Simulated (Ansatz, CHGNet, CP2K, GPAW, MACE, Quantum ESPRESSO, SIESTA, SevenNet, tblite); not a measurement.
## P6_3/mmc (COD entry) Sr2MgAl3, size series (48 atoms): runs against a plane-wave reference

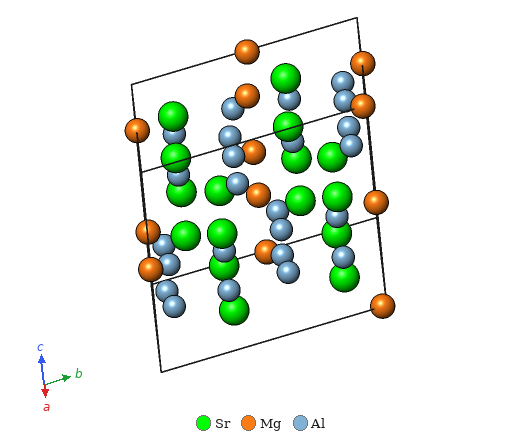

The cell (strontium green, magnesium orange, aluminium light blue). Some periodic images of atoms are drawn too.

The cell holds 48 atoms: 16 Sr, 8 Mg and 24 Al. Cell: a = 12.740 Å, b = 12.740 Å, c = 10.140 Å, α = 90.0°, β = 90.0°, γ = 120.0°. It derives from Sr2MgAl3 (P6_3/mmc (measured, COD)), repeated 2×2×1. P6_3/mmc (COD entry) Sr2MgAl3 (cell 6.37, 6.37, 10.14, 90, 90, 120), 2 x 2 x 1 conventional cells; every coordinate displaced by a Gaussian of 0.08 Å. Then every atom was moved at random, 0.05 Å r.m.s. a Cartesian component.

Geometry: as built.

The reference, a calculation:

- method: Kohn-Sham DFT, PBE, SSSP efficiency 1.3.0 pseudopotentials, plane waves (Quantum ESPRESSO 7.5); sssp-pbe-1.3.0-efficiency, cutoffs 45/360 Ry, Γ point
- r.m.s. force component: 0.2045 eV/Å
- longest force: 0.6497 eV/Å
- pressure: -4.107 GPa
- time: 2 min on 4 MPI ranks of Arm Neoverse V1, shared host
- CPU time: 8.2 min

Runs, in no order:
A. SIESTA PBE, DZ, shift 0.01 Ry, mesh 500 Ry: Kohn-Sham DFT, PBE, PseudoDojo 0.4.1 norm-conserving pseudopotentials (converted to PSML), numerical atomic orbitals (DZ), diagonalisation
B. GPAW PBE, plane waves 550 eV: Kohn-Sham DFT, PBE, PAW, plane waves
C. CP2K PBE, DZVP-MOLOPT (SR for Sr, Mg, Al), 1200/60 Ry, diagonalisation: Kohn-Sham DFT, PBE, GTH-PBE pseudopotentials, Gaussian and plane waves, DZVP-MOLOPT-GTH, diagonalisation
D. SevenNet l3i5 potential: machine-learned interatomic potential SevenNet l3i5, trained on PBE(+U) plane-wave data

**Question.** Rank the runs by how far their forces lie from the reference's, least first.

B, D, C, A.

| run | Δ force, r.m.s. (meV/Å) | share of r.m.s. force (%) | CPU time |
| --- | --- | --- | --- |
| B. GPAW PBE, plane waves 550 eV | 3.26 | 1.59 | 5.4 min |
| D. SevenNet l3i5 potential | 62.2 | 30.4 | 8.7 s |
| C. CP2K PBE, DZVP-MOLOPT (SR for Sr, Mg, Al), 1200/60 Ry, diagonalisation | 133 | 65.2 | 8.5 min |
| A. SIESTA PBE, DZ, shift 0.01 Ry, mesh 500 Ry | 229 | 112 | 2.8 min |

Machine-learned potentials mimic data converged in k, so the reference's own k-point error enters their differences. The electronic-structure runs sample only Γ, in a cell whose shortest periodic width is 10 Å, which is coarse for a cell with partly filled levels.

[Hosts, paths, dates, database ids (printed as entryN), source tags and the programs' standing remarks are cut or masked in the printed files.]
